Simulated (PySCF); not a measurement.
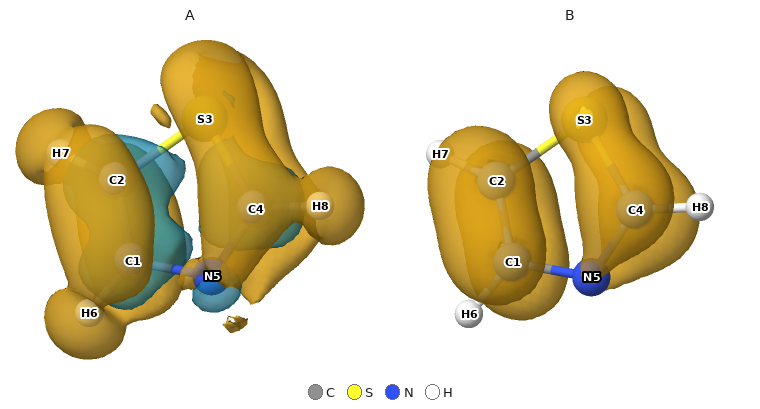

C3H3NS, SMILES `c1cscn1`. The Fukui function f⁻ from two separate SCF calculations and the density of the HOMO, at ±0.015 e/Å³ (yellow positive, teal negative).

Level of theory: TPSSh/6-31+G* (PySCF), at a geometry from GFN2-xTB. No frequency check shows the geometry to be a minimum. GFN2-xTB bond lengths at metals and heavier atoms can be off by up to 0.1 Å and shapes distorted, which carries into these values.

Coordinates in Å:

```
C1       1.2900   -0.5838    0.0000
C2       0.0819   -1.2056    0.0000
S3      -1.1857   -0.0447    0.0000
C4       0.0325    1.1945    0.0000
N5       1.2393    0.7683    0.0000
H6       2.2477   -1.0711    0.0000
H7      -0.1367   -2.2537    0.0000
H8      -0.2406    2.2305    0.0000
```

### Which panel is which, and how good is the frozen-orbital picture?

A is f⁻ (it has negative regions), B the HOMO density. The HOMO lies on C1 and C2 (27 % each), C4 (21 %) and S3 (14 %); f⁻ (Hirshfeld-condensed) is largest on S3 (0.23), C2 (0.17) and C1 (0.17); the vertical ionisation energy is 9.41 eV. Relaxation shifts 25 % of the electron between atoms. The orbital energy is −6.73 eV.
